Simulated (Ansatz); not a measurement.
**ClHO2S (SMILES Cl.O=S=O): molecular dynamics**

Aim: follow the atoms for 60 steps of 0.5 fs with a Langevin thermostat, with velocities drawn for 300 K.

The runs use Ansatz 0.2.0, Gaussian basis; SPW92/def2-SVP.

### Step 1. The starting structure

The start, a pair relaxed at PBE0-D4: SMILES `Cl.O=S=O`, 5 atoms, charge 0, spin multiplicity 1.

Atoms are counted from 1 here; the program's logs count them from 0.

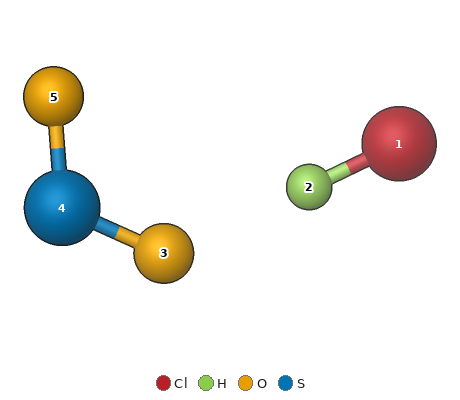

The starting geometry (chlorine red, hydrogen green, oxygen amber, sulfur blue); atoms are numbered from 1 in the order of the file.

Geometry (Å):

```xyz
5
ClHO2S
Cl    0.2623    0.0802   -2.6224
H    -0.1134   -0.2053   -1.4261
O    -0.6928   -0.6295    0.5041
S    -0.2460   -0.1144    1.7677
O     0.7898    0.8690    1.7768
```

### Step 2. Dynamics

Contents of md/in.yaml:

```yaml
crystal:
  periodic: [false, false, false]
  atoms:
    - {symbol: Cl, position_ang: [0.262349, 0.080209, -2.622404]}
    - {symbol: H, position_ang: [-0.113396, -0.205327, -1.426141]}
    - {symbol: O, position_ang: [-0.692794, -0.629544, 0.504112]}
    - {symbol: S, position_ang: [-0.246000, -0.114383, 1.767696]}
    - {symbol: O, position_ang: [0.789840, 0.869045, 1.776837]}
basis:
  gaussian: {orbitals: def2-SVP}
hamiltonian: {xc: lda}
md: {n_steps: 60, timestep: 0.5, temperature: 300, ensemble: nvt_langevin, seed: 766, friction: 0.01, initial_velocities: maxwell_boltzmann}
```

The run is started by

```console
$ ansatz run in.yaml --threads 4 --pin off --events-out ev --progress --plain --max-ram 9574MiB
```

Before running it: what results should come out? Wanted: temperature at the start; mean temperature, second half; lowest and highest potential energy, from the first frame; largest change of potential + kinetic.

As calculated:

```
                                                 quantity              value
                                                   length  60 steps, 30.0 fs
                                 temperature at the start              240 K
                            mean temperature, second half              324 K
lowest and highest potential energy, from the first frame     -98 and 13 meV
                    largest change of potential + kinetic           65.8 meV
```

What this shows: The thermostat trades energy with the molecule, so the sum of potential and kinetic energy isn't conserved: it changes by +30 meV over the run. The temperature runs between 171 and 419 K. The molecule keeps its bonds. Under Langevin the temperature counts 3N degrees of freedom, more than the drawn velocities fill, so it starts at 240 K, not 300 K.
